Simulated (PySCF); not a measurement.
# CH₁₂O₃Si₄: NMR shifts in solvents

Aim: compute the NMR shifts of CH₁₂O₃Si₄ (`C[SiH2]O[SiH](O[SiH3])O[SiH3]`), and see what a dielectric continuum does where one was used.

Computed with PySCF 2.14.0, with density-fitted response routines of our own, on a single molecule, in the gas phase or a continuum. Atoms count from 0, in the outputs and in this text.

## Step 1: The starting structure

20 atoms, charge 0, multiplicity 1; geometry from: GFN2-xTB.

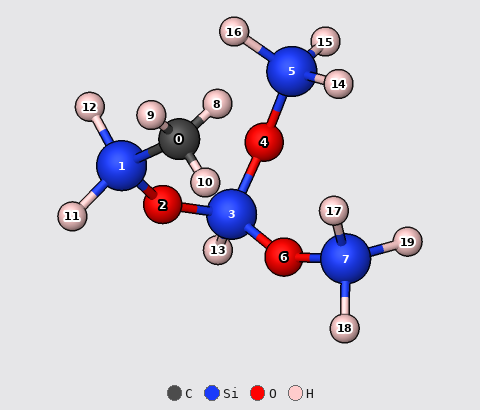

As it starts; carbon dark grey, silicon blue, oxygen red, hydrogen pink, atoms numbered; sticks join atoms by distance.

## Step 2: Geometry optimisation at PBE0-D3(BJ)/def2-SVP

What the job is given:

```
{"job": {"xc": "PBE0", "basis": "def2-SVP", "d3": "d3bj", "grid": 1, "kind": "geom"}, "charge": 0, "multiplicity": 1}
C      2.104825     0.537571     0.854630
Si     2.230713    -0.117380    -0.921541
O      0.784103    -0.123692    -1.668223
Si    -0.814257    -0.267839    -1.566046
O     -1.215552    -1.500328    -0.602848
Si    -1.055882    -2.125320     0.881197
O     -1.430002     1.102877    -0.981786
Si    -1.930745     1.978960     0.283580
H      1.461256    -0.094317     1.463574
H      3.077566     0.578718     1.336221
H      1.687266     1.541871     0.870352
H      3.026980     0.763650    -1.778353
H      2.710986    -1.503672    -0.938643
H     -1.360316    -0.520616    -2.875043
H     -1.333987    -1.102485     1.894232
H     -2.054379    -3.190641     0.885508
H      0.311384    -2.629969     1.032969
H     -0.973968     1.881203     1.389850
H     -1.992816     3.334146    -0.259548
H     -3.238322     1.467941     0.696880
```

The run is started by

```sh
$ OMP_NUM_THREADS=1 python probes_run.py task.json out
```

The driver reads the jobs from task.json and runs them one after another.

What it wrote:

```text
step   0  E = -1427.86942205  max force = 0.016506
step   1  E = -1427.88214773  max force = 0.005613
step   2  E = -1427.88232854  max force = 0.001730
step   3  E = -1427.88239285  max force = 0.000960
step   4  E = -1427.88244367  max force = 0.001611
step   5  E = -1427.88247622  max force = 0.001254
step   6  E = -1427.88249170  max force = 0.000716
step   7  E = -1427.88250268  max force = 0.000673
step   8  E = -1427.88251914  max force = 0.001414
step   9  E = -1427.88255131  max force = 0.002064
step  10  E = -1427.88257818  max force = 0.002005
step  11  E = -1427.88251368  max force = 0.001203
step  12  E = -1427.88258207  max force = 0.001080
step  13  E = -1427.88261693  max force = 0.000766
step  14  E = -1427.88261399  max force = 0.001365
step  15  E = -1427.88265287  max force = 0.001169
step  16  E = -1427.88268575  max force = 0.000606
step  17  E = -1427.88270010  max force = 0.000559
step  18  E = -1427.88272789  max force = 0.000803
step  19  E = -1427.88276387  max force = 0.000990
step  20  E = -1427.88277920  max force = 0.000938
step  21  E = -1427.88272937  max force = 0.000964
step  22  E = -1427.88271705  max force = 0.001170
step  23  E = -1427.88275362  max force = 0.000856
step  24  E = -1427.88279212  max force = 0.000812
step  25  E = -1427.88281226  max force = 0.000814
step  26  E = -1427.88282297  max force = 0.000687
step  27  E = -1427.88283009  max force = 0.000547
step  28  E = -1427.88283869  max force = 0.000528
step  29  E = -1427.88284467  max force = 0.000508
step  30  E = -1427.88285403  max force = 0.000504
step  31  E = -1427.88286971  max force = 0.000494
step  32  E = -1427.88288585  max force = 0.000543
step  33  E = -1427.88290850  max force = 0.000698
step  34  E = -1427.88294198  max force = 0.000606
step  35  E = -1427.88298083  max force = 0.000380
step  36  E = -1427.88299637  max force = 0.000350
step  37  E = -1427.88301232  max force = 0.000359
step  38  E = -1427.88300413  max force = 0.000617
step  39  E = -1427.88303483  max force = 0.000316
step  40  E = -1427.88304726  max force = 0.000150
optimisation converged
```

Run time: 33 min. Hardware: 1 thread, shared host.

Relaxation path: (not every step is listed) (the energy doesn't fall at every step)

```
step  energy from step 0 (eV)  largest force component (eV/Å)
   0                   0.0000                          0.8488
   1                  -0.3463                          0.2886
   2                  -0.3512                          0.0890
   3                  -0.3530                          0.0494
   4                  -0.3543                          0.0828
   5                  -0.3552                          0.0645
   6                  -0.3556                          0.0368
   7                  -0.3559                          0.0346
   8                  -0.3564                          0.0727
  10                  -0.3580                          0.1031
  12                  -0.3581                          0.0555
  14                  -0.3590                          0.0702
  16                  -0.3609                          0.0312
  18                  -0.3621                          0.0413
  20                  -0.3635                          0.0482
  22                  -0.3618                          0.0602
  24                  -0.3638                          0.0418
  26                  -0.3647                          0.0353
  28                  -0.3651                          0.0272
  30                  -0.3655                          0.0259
  32                  -0.3664                          0.0279
  34                  -0.3679                          0.0312
  35                  -0.3690                          0.0195
  36                  -0.3694                          0.0180
  37                  -0.3698                          0.0185
  38                  -0.3696                          0.0317
  39                  -0.3704                          0.0162
  40                  -0.3708                          0.0077
```

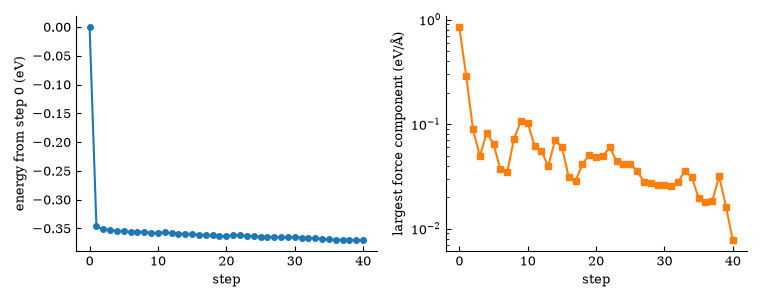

Energy and force, step by step.

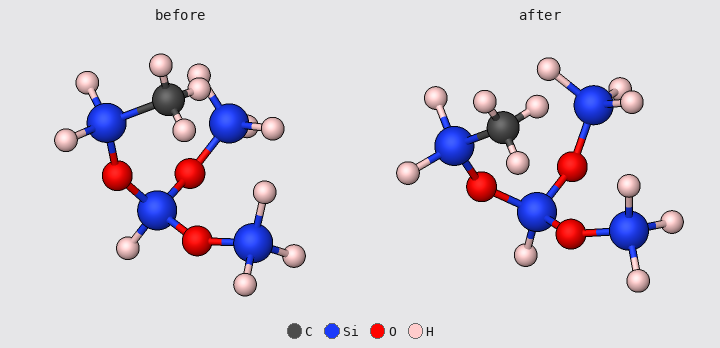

Before and after, at one scale.

Distances of close pairs at the start and the end, largest changes first:

```
   bond  before (Å)  after (Å)  change (Å)
 O4–Si5       1.618      1.661      +0.042
 O6–Si7       1.618      1.661      +0.042
 Si1–O2       1.628      1.668      +0.040
 Si3–O6       1.612      1.648      +0.036
 Si3–O4       1.615      1.650      +0.035
Si3–H13       1.441      1.472      +0.031
Si7–H19       1.463      1.494      +0.030
Si5–H14       1.466      1.496      +0.029
```

The final coordinates are the input of the step that follows.

```
                         at the end point                value
  point group (found at 0.08 Å tolerance)                   C1
rotational constants (GHz, main isotopes)  0.998, 0.773, 0.607
                        dipole moment (D)                 1.60
```

## Step 3: Nuclear shieldings: PBE0/pcSseg-1 in acetone

What the job is given:

```
{"job": {"kind": "nmr", "xc": "PBE0", "basis": "pcSseg-1", "solvent": "acetone", "pop": true}, "charge": 0, "multiplicity": 1}
C      2.129154     0.846822    -0.032222
Si     1.923198    -0.192185    -1.572030
O      0.308214    -0.489175    -1.863822
Si    -1.200684    -0.412024    -1.234997
O     -1.382440    -1.538755    -0.043558
Si    -0.631004    -2.136936     1.311032
O     -1.437722     1.083713    -0.584163
Si    -1.885787     1.879868     0.802526
H      1.743467     0.326899     0.858980
H      3.193400     1.070553     0.143326
H      1.588777     1.800336    -0.132813
H      2.482454     0.514110    -2.761273
H      2.619109    -1.504316    -1.415791
H     -2.187645    -0.674587    -2.295167
H     -0.602331    -1.088871     2.377544
H     -1.390196    -3.322047     1.794315
H      0.775391    -2.529217     0.992365
H     -0.685711     2.105250     1.662484
H     -2.476547     3.193794     0.423986
H     -2.887672     1.078140     1.566839
```

Level: GIAO PBE0/pcSseg-1 NMR shielding, non-relativistic, IEF-PCM acetone.

What it wrote:

```text
coarse grid: 18280 points
cycle   1  E = -1428.0423251967  dE =  5.503e-01  |g| = 1.215e+00  |ddm| = 4.061e+00
cycle   2  E = -1427.6731269036  dE =  3.692e-01  |g| = 1.850e+00  |ddm| = 2.090e+00
cycle   3  E = -1428.2962164683  dE = -6.231e-01  |g| = 1.084e-01  |ddm| = 1.443e+00
cycle   4  E = -1428.2982731043  dE = -2.057e-03  |g| = 4.733e-02  |ddm| = 1.241e-01
cycle   5  E = -1428.2988010946  dE = -5.280e-04  |g| = 9.215e-03  |ddm| = 4.021e-02
cycle   6  E = -1428.2988199280  dE = -1.883e-05  |g| = 1.460e-03  |ddm| = 9.515e-03
cycle   7  E = -1428.2988201530  dE = -2.250e-07  |g| = 1.071e-03  |ddm| = 1.811e-03
final grid: 157000 points
cycle   8  E = -1428.3734722820  dE = -1.491e-05  |g| = 1.171e-02  |ddm| = 2.099e-02
cycle   9  E = -1428.3734435646  dE =  2.872e-05  |g| = 1.727e-02  |ddm| = 1.756e-02
cycle  10  E = -1428.3734959629  dE = -5.240e-05  |g| = 7.574e-04  |ddm| = 1.076e-02
cycle  11  E = -1428.3734960708  dE = -1.079e-07  |g| = 2.131e-04  |ddm| = 6.546e-04
cycle  12  E = -1428.3734960809  dE = -1.005e-08  |g| = 5.892e-05  |ddm| = 1.875e-04
cycle  13  E = -1428.3734960813  dE = -4.679e-10  |g| = 2.729e-05  |ddm| = 5.570e-05
converged SCF energy = -1428.3734960813

GIAO shielding tensors (ppm)
atom      isotropic    diamagn.    paramagn.     s11        s22        s33       span
  0 C      183.950     259.802     -75.851    171.006    185.677    195.167     24.161
  1 Si     364.710     880.565    -515.856    316.594    359.515    418.020    101.425
  2 O      258.640     403.411    -144.772    244.057    261.225    270.637     26.580
  3 Si     423.017     882.113    -459.096    415.678    420.618    432.756     17.078
  4 O      278.664     403.361    -124.696    248.493    283.566    303.934     55.442
  5 Si     390.659     880.801    -490.142    350.240    359.503    462.235    111.995
  6 O      278.136     403.759    -125.622    244.985    275.049    314.375     69.389
  7 Si     391.515     880.028    -488.512    349.391    362.920    462.235    112.844
  8 H       30.430      37.248      -6.817     26.567     28.947     35.775      9.208
  9 H       30.960      29.621       1.339     26.836     26.892     39.151     12.315
 10 H       30.384      34.853      -4.468     26.205     29.178     35.770      9.565
 11 H       26.232      28.300      -2.068     22.522     24.451     31.723      9.201
 12 H       26.143      29.607      -3.464     22.876     24.448     31.105      8.229
 13 H       26.983      28.122      -1.140     23.384     23.608     33.956     10.572
 14 H       26.017      32.346      -6.328     22.888     25.260     29.905      7.017
 15 H       26.245      28.539      -2.294     22.852     24.106     31.776      8.923
 16 H       26.054      31.693      -5.639     22.487     25.660     30.015      7.528
 17 H       26.166      31.925      -5.759     22.581     25.972     29.944      7.363
 18 H       26.312      28.263      -1.950     22.884     24.206     31.847      8.963
 19 H       26.137      29.643      -3.506     22.750     24.903     30.758      8.008
```

Run time: 1.9 min. Hardware: 1 thread, shared host.

The references, computed at this level on geometries of the same kind, shield at (ppm): ¹H TMS 31.24, ¹³C TMS 185.4, ²⁹Si TMS 351.8, ¹⁷O H2O 342.8. Their shielding less the atom's gives the shift. The references are single molecules in the same continuum, so shifts against H2O, NH3, PH3, H3PO4 or CFCl3 are not on the usual liquid scales and can be off by tens of ppm. Atoms listed in one row are averaged.

```
                       atoms                               environment  σ (ppm)  δ (ppm)
                          C0                methyl carbon bonded to Si    184.0      1.5
H14, H15, H16, H17, H18, H19         hydrogen on a silicon bonded to O    26.16     5.09
                    H11, H12      hydrogen on a silicon bonded to C, O    26.19     5.05
                         H13       hydrogen on a silicon bonded to 3 O    26.98     4.26
                 H8, H9, H10  hydrogen on a methyl carbon bonded to Si    30.59     0.65
                         Si1               silicon bonded to C, O, 2 H    364.7    -12.9
                    Si5, Si7                  silicon bonded to O, 3 H    391.1    -39.3
                         Si3                  silicon bonded to 3 O, H    423.0    -71.2
                          O2                     oxygen bonded to 2 Si    258.6     84.1
                      O4, O6                     oxygen bonded to 2 Si    278.4     64.4
```

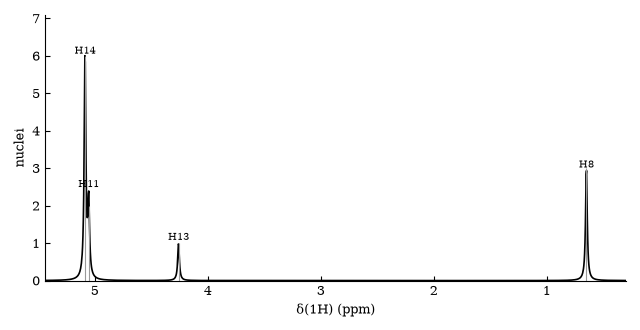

¹H lines at the computed shifts, without couplings. Lines are broadened to a width of 0.02 ppm (Lorentzian).

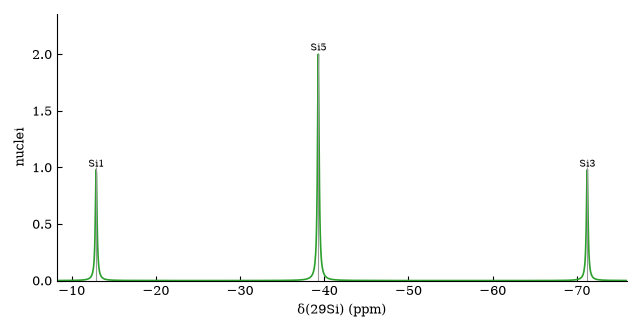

²⁹Si lines at the computed shifts, without couplings. Lines are broadened to a width of 0.23 ppm (Lorentzian).

Charges from the same density, by scheme (e):

```
   atoms  Mulliken    IAO  Hirshfeld  ESP fit
      C0     -0.70  -0.74      -0.21    -0.65
     Si1      0.85   1.01       0.41     0.82
      O2     -0.77  -0.88      -0.32    -0.61
     Si3      1.31   1.45       0.51     0.94
  O4, O6     -0.78  -0.88      -0.32    -0.52
Si5, Si7      0.69   0.85       0.39     0.58
```

Mulliken charges:

C0 -0.70; Si1 0.85; O2 -0.77; Si3 1.31; O4 -0.78; Si5 0.68; O6 -0.78; Si7 0.70; H8 0.17; H9 0.16; H10 0.16; H11 -0.12; H12 -0.12; H13 -0.13; H14 -0.11; H15 -0.10; H16 -0.10; H17 -0.11; H18 -0.11; H19 -0.11

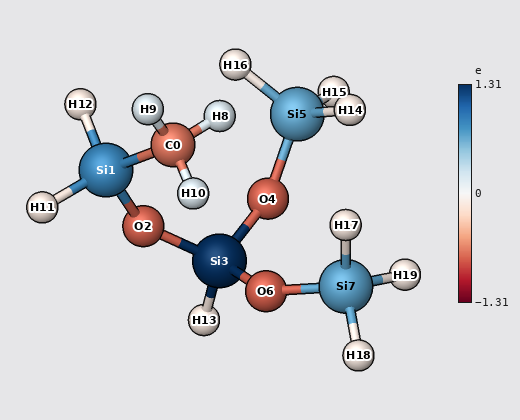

Mulliken charges, as colours on the atoms.

Mayer bond orders: C0–Si1 0.96, Si1–O2 0.86, O2–Si3 0.96, Si3–O4 0.91, O4–Si5 0.89, Si3–O6 0.92, O6–Si7 0.88.

## Step 4: Nuclear shieldings: PBE0/pcSseg-1 in acetonitrile

Settings changed since step 3:

```diff
@@ -1,2 +1,2 @@
-{"job": {"kind": "nmr", "xc": "PBE0", "basis": "pcSseg-1", "solvent": "acetone", "pop": true}, "charge": 0, "multiplicity": 1}
+{"job": {"kind": "nmr", "xc": "PBE0", "basis": "pcSseg-1", "solvent": "acetonitrile", "pop": false}, "charge": 0, "multiplicity": 1}
 C      2.129154     0.846822    -0.032222
```

Method: GIAO PBE0/pcSseg-1 NMR shielding, non-relativistic, IEF-PCM acetonitrile.

What it wrote:

```text
coarse grid: 18280 points
cycle   1  E = -1428.0426064151  dE =  5.501e-01  |g| = 1.215e+00  |ddm| = 4.061e+00
cycle   2  E = -1427.6745425459  dE =  3.681e-01  |g| = 1.848e+00  |ddm| = 2.087e+00
cycle   3  E = -1428.2963745501  dE = -6.218e-01  |g| = 1.081e-01  |ddm| = 1.440e+00
cycle   4  E = -1428.2984152881  dE = -2.041e-03  |g| = 4.723e-02  |ddm| = 1.234e-01
cycle   5  E = -1428.2989411043  dE = -5.258e-04  |g| = 9.173e-03  |ddm| = 4.011e-02
cycle   6  E = -1428.2989597205  dE = -1.862e-05  |g| = 1.452e-03  |ddm| = 9.457e-03
cycle   7  E = -1428.2989599420  dE = -2.215e-07  |g| = 1.069e-03  |ddm| = 1.811e-03
final grid: 157000 points
cycle   8  E = -1428.3736123627  dE = -1.491e-05  |g| = 1.171e-02  |ddm| = 2.098e-02
cycle   9  E = -1428.3735836960  dE =  2.867e-05  |g| = 1.726e-02  |ddm| = 1.755e-02
cycle  10  E = -1428.3736360393  dE = -5.234e-05  |g| = 7.559e-04  |ddm| = 1.075e-02
cycle  11  E = -1428.3736361467  dE = -1.074e-07  |g| = 2.129e-04  |ddm| = 6.524e-04
cycle  12  E = -1428.3736361567  dE = -1.004e-08  |g| = 5.884e-05  |ddm| = 1.874e-04
cycle  13  E = -1428.3736361572  dE = -4.679e-10  |g| = 2.734e-05  |ddm| = 5.575e-05
converged SCF energy = -1428.3736361572

GIAO shielding tensors (ppm)
atom      isotropic    diamagn.    paramagn.     s11        s22        s33       span
  0 C      183.983     259.810     -75.828    171.009    185.720    195.218     24.208
  1 Si     364.629     880.569    -515.941    316.390    359.556    417.940    101.550
  2 O      258.657     403.425    -144.769    244.097    261.279    270.594     26.496
  3 Si     423.013     882.117    -459.104    415.717    420.621    432.703     16.987
  4 O      278.668     403.369    -124.701    248.556    283.521    303.927     55.371
  5 Si     390.575     880.800    -490.225    350.204    359.398    462.124    111.920
  6 O      278.124     403.763    -125.639    245.045    274.980    314.346     69.301
  7 Si     391.462     880.025    -488.563    349.363    362.865    462.159    112.795
  8 H       30.418      37.238      -6.819     26.552     28.933     35.771      9.218
  9 H       30.954      29.611       1.343     26.827     26.883     39.152     12.324
 10 H       30.383      34.851      -4.468     26.202     29.175     35.772      9.570
 11 H       26.234      28.306      -2.072     22.523     24.454     31.724      9.201
 12 H       26.145      29.612      -3.467     22.877     24.451     31.107      8.230
 13 H       26.982      28.123      -1.141     23.384     23.608     33.956     10.572
 14 H       26.014      32.340      -6.326     22.885     25.257     29.902      7.017
 15 H       26.246      28.540      -2.294     22.853     24.109     31.776      8.923
 16 H       26.053      31.692      -5.638     22.486     25.660     30.014      7.528
 17 H       26.163      31.921      -5.757     22.579     25.970     29.941      7.362
 18 H       26.314      28.263      -1.950     22.884     24.208     31.848      8.964
 19 H       26.138      29.642      -3.505     22.750     24.904     30.759      8.009
```

Wall time 2 min (1 thread, shared host).

This run: δ C0 1.5, Si1 -12.9, Si5 -39.2, Si3 -71.2, H14 5.09, H11 5.05 ppm (means over like atoms).

## Step 5: Comparing the runs: NMR shifts

Shifts (ppm) of some atoms, chosen among heavy atoms and hydrogens apart, means over like atoms, with basis size and wall time:

```
                          run   H11    H8    Si1    Si5    Si3    O2    O4  functions     time
     PBE0/pcSseg-1 in acetone  5.05  0.65  -12.9  -39.3  -71.2  84.1  64.4        224  1.9 min
PBE0/pcSseg-1 in acetonitrile  5.05  0.65  -12.9  -39.2  -71.2  84.3  64.6        224    2 min
```

The continuum's effect on the ground state:

```
     solvent      ε  polarisation energy (Eh)  μ (D)
     acetone  20.49                   -0.0037   2.20
acetonitrile  35.69                   -0.0039   2.23
```

## Step 6: Summary of results

| quantity | value |
| --- | --- |
| point group | C1 |
| rotational constants (main isotopes) | 1.00, 0.77, 0.61 GHz |
| ¹³C shifts against TMS (PBE0/pcSseg-1, acetone) | 1.5 ppm |
| ¹H shifts against TMS (PBE0/pcSseg-1, acetone, means over atoms taken as alike) | 5.09, 5.05, 4.26, 0.65 ppm |
| ²⁹Si shifts against TMS (PBE0/pcSseg-1, acetone, means over atoms taken as alike) | -12.9, -39.3, -71.2 ppm |
| ¹⁷O shifts against H2O (PBE0/pcSseg-1, acetone, means over atoms taken as alike) | 84.1, 64.4 ppm |
| range of the shift of O4 | 64.4 to 64.6 ppm |

In words: Over 40 steps the energy fell by 0.371 eV; of the close pairs, O4–Si5 changed most, 1.618 to 1.661 Å. No frequency check was run at this level, so the end point may be a saddle. At PBE0/pcSseg-1: The largest span, 112 ppm, is at Si5, Si7, where the paramagnetic term is -489 ppm. Across the 2 runs the shift of O4 (with its like atoms) moves most, between 64.4 (PBE0/pcSseg-1 in acetone) and 64.6 ppm (PBE0/pcSseg-1 in acetonitrile). Most of that comes from the computed reference, not from the atom's own shielding. The continuum holds electrostatics alone: no hydrogen bonds to the solvent, and the gas-phase geometry is kept.
